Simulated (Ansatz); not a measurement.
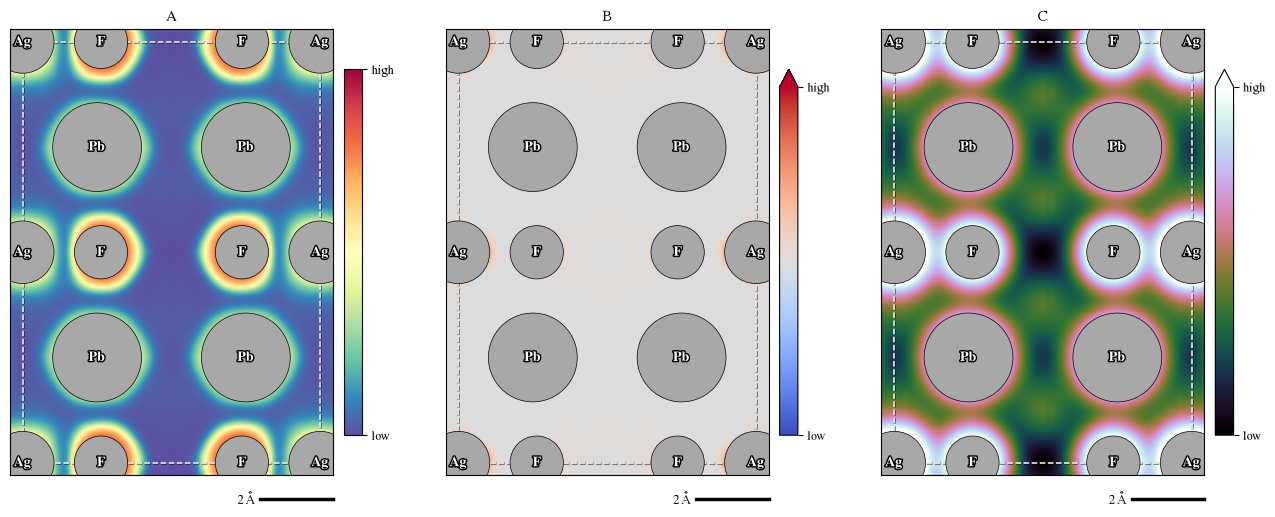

AgPb2F6: 3 fields on the (101) plane of the conventional cell, with unlabelled colour scales. Grey discs cover the atomic cores.

Space group Fm-3m; a structure generated by program, which may or may not match a known phase; spin-polarised.

All numbers below come from DFT PBE, scalar-relativistic, plane waves, PAW in Ansatz 0.2.0.

### The panels show electron localisation function, spin density and valence pseudo-density in some order. Assign them.

Panel A: electron localisation function. Panel B: spin density (confined to the magnetic sites and close to zero elsewhere). Panel C: valence pseudo-density. From the grid: Ag–F (2.16 Å): the density is about 0.52 e/Å³ at the midpoint; the ELF peaks at about 0.80 in the valence shell of F, 0.6 Å from its nucleus, and drops to about 0.10 between the two atoms (no localised pair shows between them). Pb–F (2.90 Å): ρ is about 0.13 e/Å³ halfway; the ELF is about 0.10 at the midpoint: no localised pair shows between them.
